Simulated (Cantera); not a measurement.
A closed system holds: 1 mol TEOS, 2 mol CO₂, 150 mol N₂, 3.1 mol N₂O, held at 18.0 mbar.

Method: chemical equilibrium by Gibbs-energy minimisation in Cantera with the NASA 1993 tables (ideal gas, pure condensed phases). Candidate condensed phases: C, C₆H₆, C₇H₈, C₈H₁₈, H₂O, Si, SiC, SiO₂, Si₂N₂O, Si₃N₄; 151 gas species. The feed counts by its element totals alone. Mutual solubility and eutectic melting of coexisting phases are not modelled. The tables hold silica as quartz up to 1696 K and as liquid above; real silica turns to tridymite and cristobalite and melts near 1996 K. The numbers say what is thermodynamically allowed, not how fast it happens.

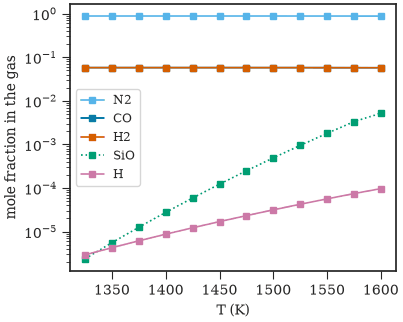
Figure: Equilibrium gas composition (values under 1e-9 drawn at 1e-9)

Read off the mole fractions at 1600 K.

N₂ about 0.88, CO about 0.057, H₂ about 0.057, SiO about 0.0052, H about 9.7e-5.
